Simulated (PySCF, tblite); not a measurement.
# CH10FNSi3: geometry, infrared bands and NMR shifts

What infrared bands and NMR shifts should CH10FNSi3 (`C[SiH2]N[SiH2][SiH2]F`) show?

The runs use tblite 0.8.0 and PySCF 2.14.0, with density-fitted response routines of our own; the level of theory stands in each step. All values are computed, except where a source is named. Atoms count from 0, in the outputs and in this text.

**1. The starting structure**

16 atoms, charge 0, multiplicity 1; geometry from: force field or distance geometry start.

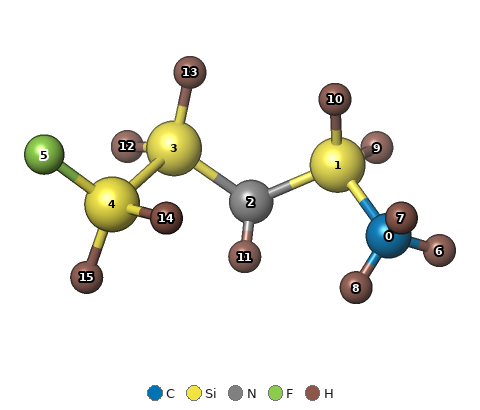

As it starts; carbon blue, silicon yellow, nitrogen grey, fluorine green, hydrogen brown, atoms numbered.

**2. Optimising the geometry with GFN2-xTB**

The job: settings as JSON, then the geometry in Å.

```
{"job": {"kind": "relax", "xc": "GFN2-xTB", "basis": "xTB"}, "charge": 0, "multiplicity": 1}
C     -2.406300     0.997400     0.613600
Si    -1.594500    -0.669500     0.544200
N     -0.241100    -0.565300    -0.579900
Si     1.301300    -1.157800    -0.016000
Si     2.652600     0.592100     0.214900
F      4.088300     0.246100     0.976200
H     -3.461700     0.887400     0.240900
H     -2.364400     1.457100     1.620100
H     -1.923300     1.693400    -0.110900
H     -2.536800    -1.676500     0.021200
H     -1.232100    -1.006400     1.920700
H     -0.171800     0.342900    -1.072600
H      1.855100    -2.034800    -1.054700
H      1.252900    -1.910100     1.240900
H      1.914400     1.560000     1.055500
H      2.859700     1.253000    -1.090400
```

Launch:

```console
$ OMP_NUM_THREADS=1 python probes_run.py task.json out
```

One launch serves the whole session: the jobs run in the order shown.

The program printed:

```text
step      E/eV     max force
  0    -548.59077    1.693
  1    -548.72751    0.758
  2    -548.79855    0.646
  3    -548.86196    0.839
  4    -548.95810    0.726
  5    -549.01386    0.577
  6    -549.04140    0.432
  7    -549.06012    0.393
  8    -549.07444    0.376
  9    -549.08442    0.237
 10    -549.09273    0.196
 11    -549.09947    0.210
 12    -549.10584    0.223
 13    -549.11262    0.208
 14    -549.11894    0.179
 15    -549.12373    0.198
 16    -549.12714    0.152
 17    -549.12972    0.134
 18    -549.13210    0.143
 19    -549.13479    0.147
 20    -549.13811    0.163
 21    -549.14218    0.180
 22    -549.14642    0.193
 23    -549.15005    0.168
 24    -549.15284    0.129
 25    -549.15480    0.117
 26    -549.15598    0.224
 27    -549.15734    0.098
 28    -549.15850    0.093
 29    -549.15922    0.090
 30    -549.16019    0.085
 31    -549.16103    0.090
 32    -549.16184    0.079
 33    -549.16249    0.063
 34    -549.16308    0.059
 35    -549.16370    0.072
 36    -549.16437    0.091
 37    -549.16500    0.075
 38    -549.16549    0.059
 39    -549.16586    0.043
 40    -549.16626    0.061
 41    -549.16673    0.065
 42    -549.16717    0.069
 43    -549.16752    0.055
 44    -549.16778    0.040
 45    -549.16805    0.060
 46    -549.16839    0.061
 47    -549.16873    0.050
 48    -549.16903    0.042
 49    -549.16930    0.036
 50    -549.16953    0.037
 51    -549.16973    0.035
 52    -549.16993    0.042
 53    -549.17025    0.047
 54    -549.17073    0.066
 55    -549.17128    0.072
 56    -549.17165    0.042
 57    -549.17180    0.029
 58    -549.17192    0.034
 59    -549.17213    0.051
 60    -549.17246    0.079
 61    -549.17290    0.085
 62    -549.17331    0.061
 63    -549.17368    0.064
 64    -549.17411    0.064
 65    -549.17473    0.080
 66    -549.17549    0.095
 67    -549.17610    0.075
 68    -549.17669    0.076
 69    -549.17742    0.100
 70    -549.17840    0.122
 71    -549.17976    0.110
 72    -549.18167    0.097
 73    -549.18243    0.071
 74    -549.18422    0.119
 75    -549.18698    0.132
 76    -549.17946    0.521
 77    -549.19007    0.108
 78    -549.19171    0.085
 79    -549.18777    0.448
 80    -549.19391    0.081
 81    -549.19511    0.059
 82    -549.18742    0.538
 83    -549.19661    0.056
 84    -549.19751    0.059
 85    -549.19553    0.422
 86    -549.19986    0.071
 87    -549.20095    0.083
 88    -549.20267    0.311
 89    -549.20529    0.093
 90    -549.20677    0.056
 91    -549.20936    0.077
 92    -549.21012    0.085
 93    -549.21130    0.093
 94    -549.21242    0.086
 95    -549.21370    0.103
 96    -549.21510    0.135
 97    -549.21586    0.085
 98    -549.21653    0.109
 99    -549.21736    0.078
100    -549.21812    0.103
101    -549.21847    0.072
102    -549.21888    0.044
103    -549.21940    0.043
104    -549.22004    0.052
105    -549.22060    0.070
106    -549.22114    0.057
107    -549.22159    0.077
108    -549.22185    0.030
109    -549.22201    0.027
110    -549.22212    0.027
111    -549.22232    0.025
112    -549.22262    0.056
113    -549.22302    0.056
114    -549.22336    0.057
115    -549.22359    0.040
116    -549.22378    0.034
117    -549.22397    0.034
118    -549.22419    0.045
119    -549.22447    0.059
120    -549.22483    0.049
121    -549.22522    0.061
122    -549.22552    0.045
123    -549.22569    0.031
124    -549.22583    0.031
125    -549.22602    0.045
126    -549.22634    0.070
127    -549.22687    0.075
128    -549.22749    0.061
129    -549.22813    0.054
130    -549.22880    0.063
131    -549.22960    0.081
132    -549.23054    0.078
133    -549.23167    0.096
134    -549.23232    0.160
135    -549.23394    0.161
136    -549.23524    0.102
137    -549.23706    0.070
138    -549.23803    0.058
139    -549.23866    0.132
140    -549.23942    0.061
141    -549.24018    0.063
142    -549.24119    0.070
143    -549.24186    0.060
144    -549.24245    0.050
145    -549.24296    0.048
146    -549.24337    0.049
147    -549.24377    0.039
148    -549.24411    0.043
149    -549.24441    0.044
150    -549.24479    0.055
151    -549.24529    0.058
152    -549.24569    0.052
153    -549.24600    0.089
154    -549.24632    0.039
155    -549.24654    0.022
156    -549.24671    0.024
157    -549.24688    0.026
158    -549.24699    0.021
159    -549.24706    0.026
160    -549.24713    0.021
161    -549.24723    0.028
162    -549.24739    0.040
163    -549.24753    0.036
164    -549.24766    0.033
165    -549.24775    0.029
166    -549.24782    0.017
167    -549.24786    0.023
168    -549.24788    0.012
169    -549.24789    0.013
170    -549.24791    0.013
171    -549.24792    0.009
```

Wall time 2 s (1 thread of Arm Neoverse N1, shared host); peak memory 0.18 GiB.

Along the way: (not every step is listed)

| step | energy from step 0 (eV) | largest force (eV/Å) |
| --- | --- | --- |
| 0 | 0.0000 | 1.6925 |
| 1 | -0.1367 | 0.7584 |
| 2 | -0.2078 | 0.6461 |
| 3 | -0.2712 | 0.8386 |
| 4 | -0.3673 | 0.7263 |
| 5 | -0.4231 | 0.5768 |
| 6 | -0.4506 | 0.4324 |
| 7 | -0.4693 | 0.3934 |
| 8 | -0.4837 | 0.3757 |
| 23 | -0.5593 | 0.1685 |
| 38 | -0.5747 | 0.0587 |
| 53 | -0.5795 | 0.0466 |
| 68 | -0.5859 | 0.0757 |
| 83 | -0.6058 | 0.0559 |
| 98 | -0.6258 | 0.1085 |
| 113 | -0.6322 | 0.0557 |
| 128 | -0.6367 | 0.0614 |
| 143 | -0.6511 | 0.0600 |
| 158 | -0.6562 | 0.0213 |
| 166 | -0.6571 | 0.0168 |
| 167 | -0.6571 | 0.0232 |
| 168 | -0.6571 | 0.0122 |
| 169 | -0.6571 | 0.0128 |
| 170 | -0.6571 | 0.0126 |
| 171 | -0.6572 | 0.0090 |

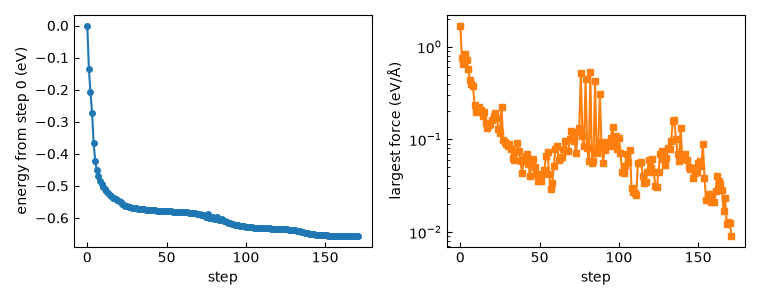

Energy and force, step by step.

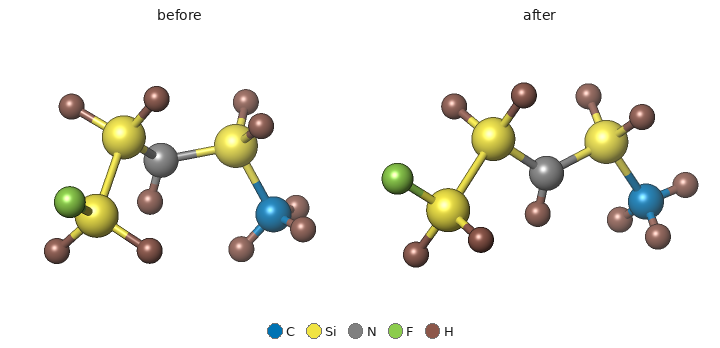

Before and after, at one scale.

Close pairs (by a distance rule), those that changed most:

| bond | before (Å) | after (Å) | change (Å) |
| --- | --- | --- | --- |
| Si3–Si4 | 2.223 | 2.297 | +0.074 |
| Si4–F5 | 1.661 | 1.617 | -0.044 |
| C0–H6 | 1.125 | 1.085 | -0.040 |
| C0–Si1 | 1.855 | 1.894 | +0.038 |
| Si1–N2 | 1.762 | 1.733 | -0.029 |
| C0–H8 | 1.115 | 1.086 | -0.028 |
| N2–H11 | 1.036 | 1.007 | -0.028 |
| C0–H7 | 1.107 | 1.086 | -0.021 |

The final coordinates are the input of the step that follows.

**3. Harmonic vibrations with GFN2-xTB**

The job: settings as JSON, then the geometry in Å.

```
{"job": {"kind": "ir", "xc": "GFN2-xTB", "basis": "xTB"}, "charge": 0, "multiplicity": 1}
C     -2.888667     0.837545     0.335238
Si    -1.703911    -0.619702     0.578477
N     -0.118756    -0.058357     0.158908
Si     1.353160    -0.973280     0.141550
Si     3.064525     0.557574     0.190864
F      4.441537    -0.288941     0.140888
H     -3.893861     0.563196     0.637865
H     -2.591699     1.698885     0.926466
H     -2.934683     1.148810    -0.704575
H     -2.096747    -1.747973    -0.275413
H     -1.661978    -1.046546     1.979823
H     -0.092072     0.837202    -0.301360
H      1.380758    -1.868055    -1.033873
H      1.275825    -1.855188     1.313190
H      3.244518     1.370037     1.394021
H      3.214454     1.453739    -0.958513
```

The program printed:

```text
mode    cm-1     km/mol
  1      24.9      1.79
  2      31.8      0.39
  3      50.6      1.58
  4      80.8      1.58
  5     132.8      0.11
  6     147.5      3.01
  7     165.3      0.60
  8     226.3     12.72
  9     278.0     55.96
 10     358.4     64.62
 11     461.3      3.79
 12     481.4     58.44
 13     485.0      4.03
 14     556.8      3.94
 15     595.5     45.95
 16     609.3     35.84
 17     668.4    808.34
 18     687.7    200.27
 19     728.5     91.99
 20     742.4     13.10
 21     768.2     17.11
 22     789.5    130.12
 23     797.0    123.01
 24     806.6    547.96
 25     824.0     89.89
 26     836.2    128.46
 27     856.4    196.73
 28     975.4    377.40
 29    1199.9    310.62
 30    1376.4     11.62
 31    1493.1      0.03
 32    1499.6      0.17
 33    2117.2    270.04
 34    2199.9     98.43
 35    2204.3    389.09
 36    2226.8    450.48
 37    2241.7    436.96
 38    2261.8    206.46
 39    3034.3     37.05
 40    3037.7     28.87
 41    3053.7     25.54
 42    3472.2      0.74
```

Run time: 0.99 s. Hardware: 1 thread of Arm Neoverse N1, shared host; peak memory 0.18 GiB.

The strongest bands and the atoms that carry them (share of the mass-weighted mode):

| cm⁻¹ | km/mol | atoms |
| --- | --- | --- |
| 668 | 808.3 | H10 17 %, H12 16 %, H13 15 %, H9 14 % |
| 807 | 548.0 | H15 21 %, H14 21 %, F5 15 %, Si4 15 % |
| 975 | 377.4 | N2 54 %, H11 22 %, Si1 11 %, Si3 11 % |
| 1200 | 310.6 | H11 74 %, N2 23 % |
| 2117 | 270.0 | H12 93 % |
| 2204 | 389.1 | H9 81 % |
| 2227 | 450.5 | H15 66 %, H14 19 % |
| 2242 | 437.0 | H10 80 %, H9 11 % |

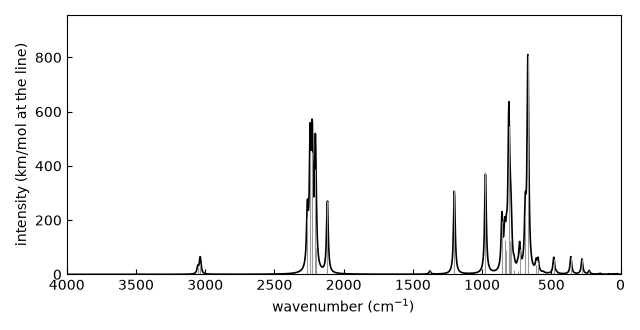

The infrared spectrum from these modes, unscaled. Lines are broadened to a width of 14 cm⁻¹ (Lorentzian).

**4. Shielding tensors: PBE0/pcSseg-1**

Settings changed since step 3:

```diff
@@ -1,2 +1,2 @@
-{"job": {"kind": "ir", "xc": "GFN2-xTB", "basis": "xTB"}, "charge": 0, "multiplicity": 1}
+{"job": {"kind": "nmr", "xc": "PBE0", "basis": "pcSseg-1"}, "charge": 0, "multiplicity": 1}
 C     -2.888667     0.837545     0.335238
```

With the program's defaults for keys left out, this is: GIAO PBE0/pcSseg-1 NMR shielding, non-relativistic, gas phase.

The program printed:

```text
coarse grid: 14312 points
cycle   1  E = -1066.5186007293  dE =  2.264e-01  |g| = 7.343e-01  |ddm| = 3.508e+00
cycle   2  E = -1066.4077456214  dE =  1.109e-01  |g| = 1.088e+00  |ddm| = 1.466e+00
cycle   3  E = -1066.6207159462  dE = -2.130e-01  |g| = 7.176e-02  |ddm| = 9.449e-01
cycle   4  E = -1066.6215884789  dE = -8.725e-04  |g| = 2.946e-02  |ddm| = 7.744e-02
cycle   5  E = -1066.6217912139  dE = -2.027e-04  |g| = 5.692e-03  |ddm| = 2.611e-02
cycle   6  E = -1066.6217993955  dE = -8.182e-06  |g| = 8.739e-04  |ddm| = 6.635e-03
final grid: 123304 points
cycle   7  E = -1066.6566928675  dE = -2.283e-05  |g| = 6.113e-03  |ddm| = 1.582e-02
cycle   8  E = -1066.6566871369  dE =  5.731e-06  |g| = 7.858e-03  |ddm| = 1.132e-02
cycle   9  E = -1066.6567012845  dE = -1.415e-05  |g| = 7.514e-04  |ddm| = 6.822e-03
cycle  10  E = -1066.6567013917  dE = -1.072e-07  |g| = 2.326e-04  |ddm| = 8.164e-04
cycle  11  E = -1066.6567014038  dE = -1.215e-08  |g| = 3.280e-05  |ddm| = 1.921e-04
cycle  12  E = -1066.6567014040  dE = -1.805e-10  |g| = 1.232e-05  |ddm| = 4.372e-05
converged SCF energy = -1066.6567014040

GIAO shielding tensors (ppm)
atom      isotropic    diamagn.    paramagn.     s11        s22        s33       span
  0 C      190.761     253.602     -62.841    181.064    192.381    198.838     17.775
  1 Si     377.873     881.103    -503.229    345.028    358.991    429.600     84.571
  2 N      275.029     328.792     -53.762    246.495    278.425    300.168     53.673
  3 Si     408.154     881.247    -473.093    355.577    392.230    476.654    121.077
  4 Si     346.282     875.754    -529.472    277.827    312.305    448.713    170.886
  5 F      437.785     461.373     -23.588    379.405    457.165    476.787     97.382
  6 H       31.652      27.661       3.991     27.307     27.832     39.818     12.511
  7 H       31.479      31.436       0.043     27.189     29.333     37.915     10.726
  8 H       31.467      31.468      -0.001     27.225     29.275     37.900     10.675
  9 H       26.833      29.946      -3.113     23.149     25.391     31.959      8.810
 10 H       26.906      30.152      -3.246     23.269     25.593     31.856      8.587
 11 H       33.142      37.634      -4.493     22.978     32.790     43.657     20.680
 12 H       26.556      29.633      -3.077     22.721     25.009     31.938      9.217
 13 H       26.678      29.856      -3.178     23.519     25.615     30.899      7.380
 14 H       26.060      28.565      -2.505     22.805     25.679     29.696      6.891
 15 H       26.054      28.958      -2.904     22.660     25.779     29.724      7.064
```

It took 53 s on 1 thread of Arm Neoverse N1, shared host; peak memory 0.79 GiB.

The references, computed at this level on geometries of the same kind, shield at (ppm): 1H TMS 31.72, 13C TMS 186.9, 29Si TMS 349.2, 19F CFCl3 170.9, 15N NH3 267.7. Their shielding less the atom's gives the shift. The references are single molecules in the gas phase, so shifts against H2O, NH3, PH3, H3PO4 or CFCl3 are not on the usual liquid scales and can be off by tens of ppm. Atoms listed in one row are averaged.

| atoms | environment | σ (ppm) | δ (ppm) | δ scaled to CDCl3 |
| --- | --- | --- | --- | --- |
| C0 | methyl carbon bonded to Si | 190.8 | -3.8 | -5.7 |
| H14, H15 | hydrogen on a silicon bonded to F, Si | 26.06 | 5.66 | – |
| H12, H13 | hydrogen on a silicon bonded to N, Si | 26.62 | 5.10 | – |
| H9, H10 | hydrogen on a silicon bonded to C, N | 26.87 | 4.85 | – |
| H6, H7, H8 | hydrogen on a methyl carbon bonded to Si | 31.53 | 0.18 | 0.28 |
| H11 | hydrogen on a nitrogen bonded to 2 Si | 33.14 | -1.42 | – |
| Si4 | silicon bonded to F, Si, 2 H | 346.3 | 2.9 | – |
| Si1 | silicon bonded to C, N, 2 H | 377.9 | -28.7 | – |
| Si3 | silicon bonded to N, Si, 2 H | 408.2 | -59.0 | – |
| N2 | nitrogen bonded to 2 Si, H | 275.0 | -7.3 | – |
| F5 | fluorine bonded to Si | 437.8 | -266.8 | – |

The scaled column applies a straight-line fit of computed shieldings to shifts measured in CDCl3, and one for carbons that bear F (root-mean-square error 0.16 ppm for H, 1.9 ppm for C).

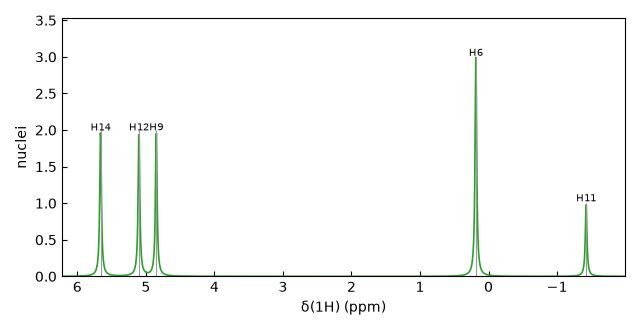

1H lines at the computed shifts, without couplings. Lines are broadened to a width of 0.03 ppm (Lorentzian).

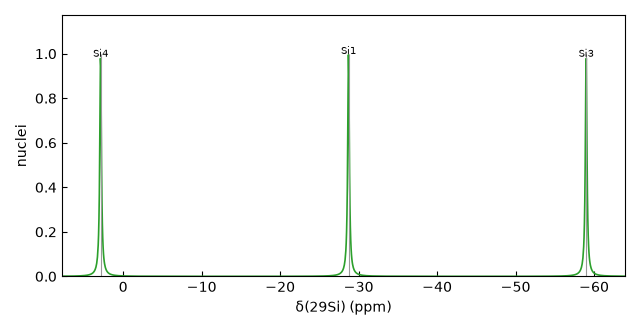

29Si lines at the computed shifts, without couplings. Lines are broadened to a width of 0.25 ppm (Lorentzian).

Charges from the same density, by scheme (e):

| atoms | Mulliken | IAO | Hirshfeld | ESP fit |
| --- | --- | --- | --- | --- |
| C0 | -0.65 | -0.73 | -0.21 | -0.74 |
| Si1 | 0.78 | 0.91 | 0.38 | 0.80 |
| N2 | -0.85 | -0.94 | -0.34 | -0.83 |
| Si3 | 0.44 | 0.58 | 0.29 | 0.31 |
| Si4 | 0.66 | 0.80 | 0.34 | 0.51 |
| F5 | -0.44 | -0.55 | -0.22 | -0.31 |

Hirshfeld charges:

C0 -0.21; Si1 0.38; N2 -0.34; Si3 0.29; Si4 0.34; F5 -0.22; H6 0.05; H7 0.04; H8 0.04; H9 -0.09; H10 -0.09; H11 0.11; H12 -0.08; H13 -0.07; H14 -0.08; H15 -0.08

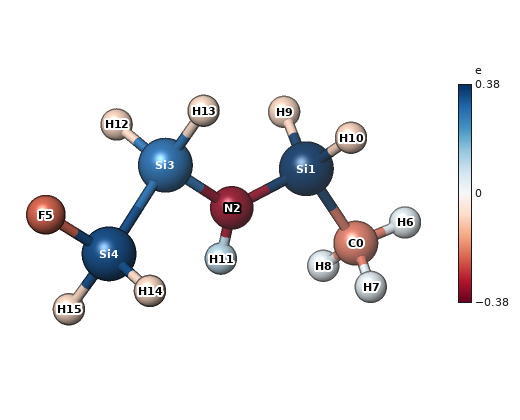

Hirshfeld charges, as colours on the atoms.

Mayer bond orders: C0–Si1 0.96, Si1–N2 0.93, N2–Si3 0.94, Si3–Si4 0.92, Si4–F5 0.89.

Orbitals, density, ELF and potential are computed afterwards from the orbital file.

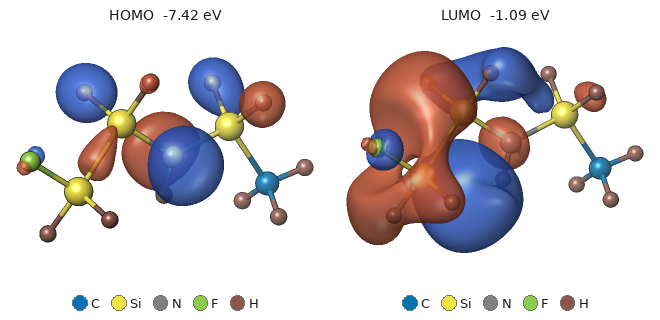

Frontier orbitals at PBE0/pcSseg-1; each surface holds 70 % of the orbital's density, blue and red mark the sign.

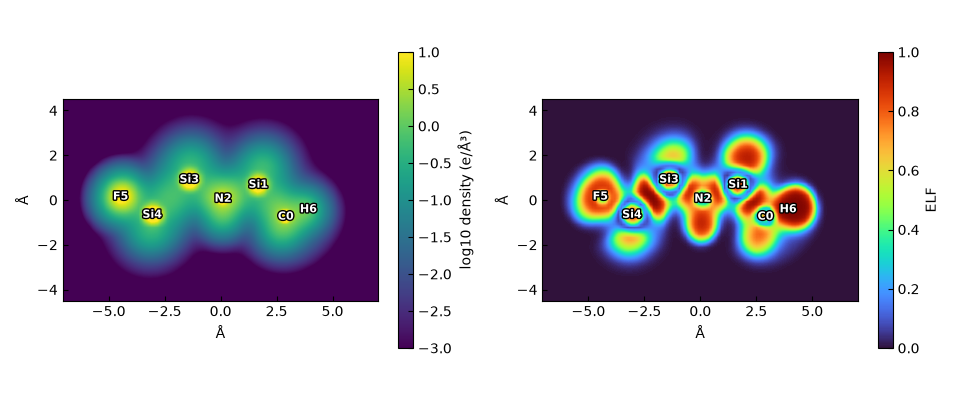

Density (left) and ELF (right) in a plane through or near 7 of the atoms.

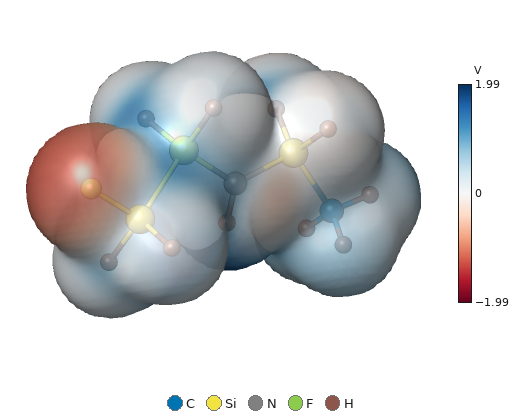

Electrostatic potential on the surface of density 0.002 e/bohr³; red is low, blue high. It runs from -1.19 V near F5 to 1.99 V near H11.

**5. Outcome**

```
                                                              quantity                              value
                             strongest single infrared mode (GFN2-xTB)               668 cm⁻¹, 808 km/mol
                                          zero-point energy (GFN2-xTB)                      65.2 kcal/mol
                                13C shifts against TMS (PBE0/pcSseg-1)                           -3.8 ppm
1H shifts against TMS (PBE0/pcSseg-1, means over atoms taken as alike)  5.66, 5.10, 4.85, 0.18, -1.42 ppm
                               29Si shifts against TMS (PBE0/pcSseg-1)              2.9, -28.7, -59.0 ppm
                                15N shifts against NH3 (PBE0/pcSseg-1)                           -7.3 ppm
                              19F shifts against CFCl3 (PBE0/pcSseg-1)                         -266.8 ppm
                                 surface potential, least and greatest                 -1.19 V and 1.99 V
```

In words: Over 171 steps the energy fell by 0.657 eV; of the close pairs, Si3–Si4 changed most, 2.223 to 2.297 Å. No mode is imaginary among the 42: a minimum at this level. The strongest single mode, at 668 cm⁻¹, has its largest shares on H10, H12, H13 and H9 (the list is cut at 4 atoms). GFN2-xTB is a fitted tight-binding method: band positions and strengths are rough. Its intensities can rank the bands wrongly. At PBE0/pcSseg-1: The largest span, 171 ppm, is at Si4, where the paramagnetic term is -529 ppm. By nearest atom (PBE0/pcSseg-1), the HOMO sits on N2 53 %; H12 12 % and the LUMO on Si4 21 %; Si3 13 %.
